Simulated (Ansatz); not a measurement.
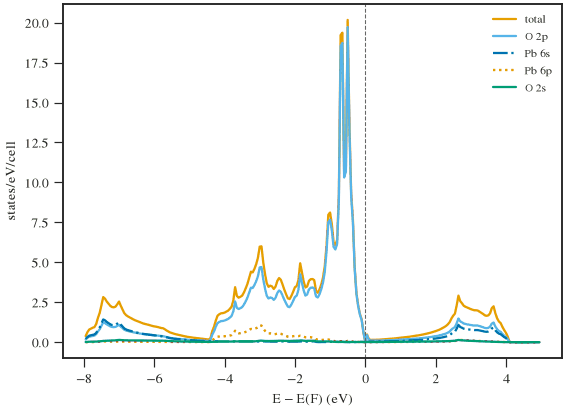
Figure. Total and projected density of states of PbO$_{2}$ (rutile, P4_2/mnm), PBE in the plane-wave PAW code Ansatz

Q: Which orbitals carry the states next to the Fermi level?

A: Within 0.5 eV of the Fermi level: O 2p 97 %. Projections are on Löwdin-orthogonalised atomic valence shells; empty p or d shells of many metals are not among them.

Q: Where is the tallest occupied peak in this window, and what makes it?

A: Near -0.5 eV, about 20 states/eV per cell; the largest projected share is O 2p.

The cell was relaxed with PBE under the symmetry of its start. Spin–orbit coupling is left out wherever it is not named.

Potentials: the later of the program's two PAW sets.
